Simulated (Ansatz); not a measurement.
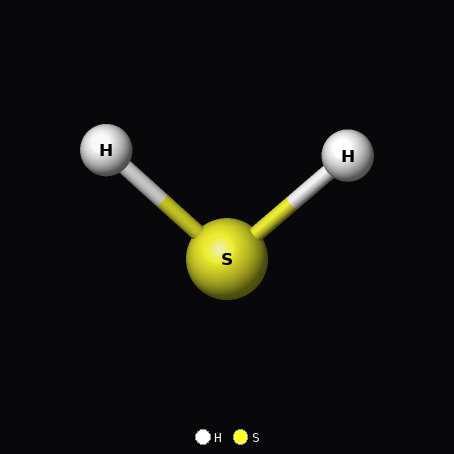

Every bond is drawn as one stick, whatever its order.

Computed geometry: PBE0-D4/def2-TZVP optimisation.

Description:

It has 3 atoms: 2 hydrogen and 1 sulfur (H₂S). The point group is C2v. Coordination: 1 S bent.

The parts below concern this one geometry. Atoms keep their numbers from picture to picture.

Dipole moment

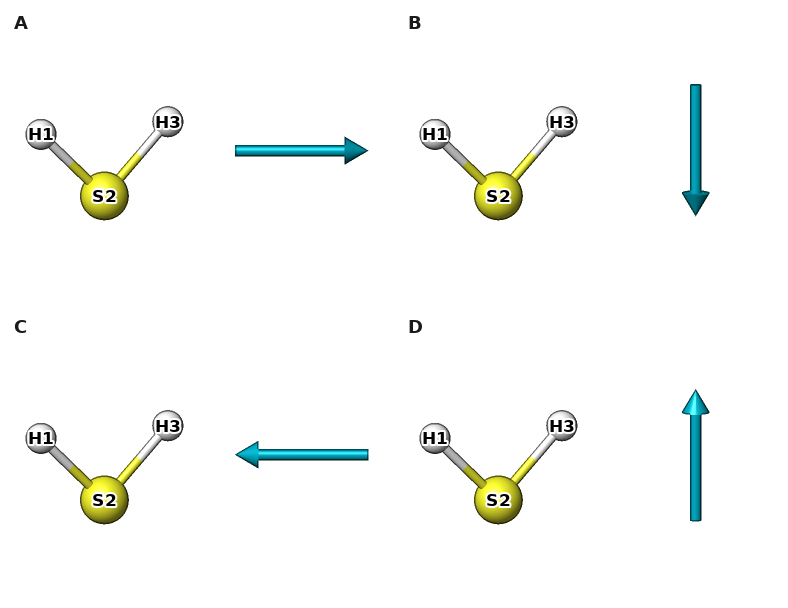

The same molecule four times, each with an arrow. Properties computed with RKS PBE0-D4/def2-TZVP (Ansatz 0.2.0).

Which arrow points along the dipole moment, from the negative to the positive end?

D. The dipole moment is 1.16 D; it points from the side of S2 to the side of H1, H3 (the outermost atoms at the two ends).

Charges

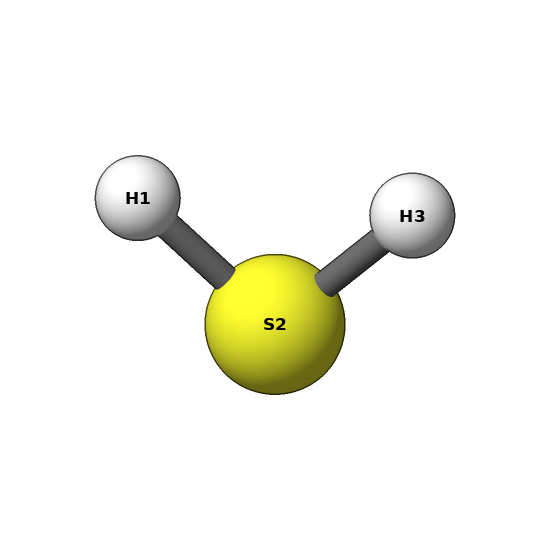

The questions are on Mulliken charges. Level of theory: RKS PBE0-D4/def2-TZVP (Ansatz 0.2.0).

List the Mulliken charges.

```csv
atom,value (e)
H1,0.17
S2,−0.35
H3,0.17
```

Vibrations

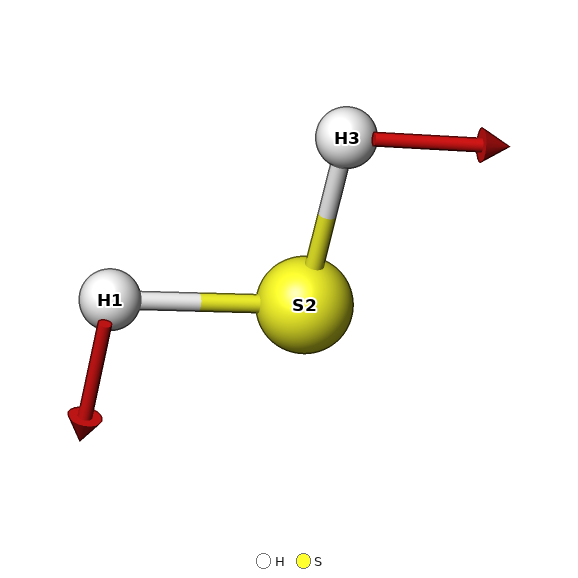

The arrows show one normal mode. Harmonic vibrations computed with RKS PBE0-D4/def2-TZVP (Ansatz 0.2.0) at a stationary point of the same level.

Describe the motion.

Mostly H–S–H bending.

Estimate its harmonic wavenumber.

1209 cm⁻¹; it is mode 1 of 3 counted from the lowest.

Mulliken values depend strongly on the basis set and can even reverse the polarity of a bond.
